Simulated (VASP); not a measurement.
Band structure of MgCdTe₂ (space group R3m). Computed with PBEsol GGA, VASP's PBE PAW potentials (set 64) (plane waves; VASP).

Unless said otherwise, spin-orbit coupling is left out, though it shifts the bands of the heavy elements here.

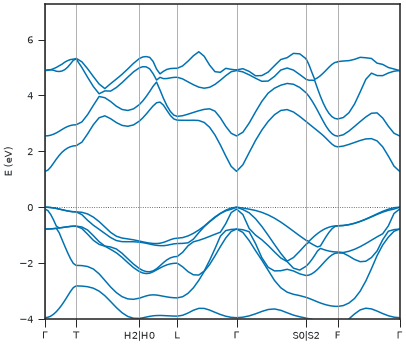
*Bands along high-symmetry lines, zero at the valence-band maximum or, without a gap, the Fermi level*

Read the plot: is there a gap, and where are the band edges?

The gap is direct, 1.28 eV, from the valence maximum at Γ to the conduction minimum at Γ. (Edges off the drawn lines would not show.)

The structure comes from a computed database's MgCdTe2 entry (R3m); how it stands against other phases isn't given here. It was relaxed first.
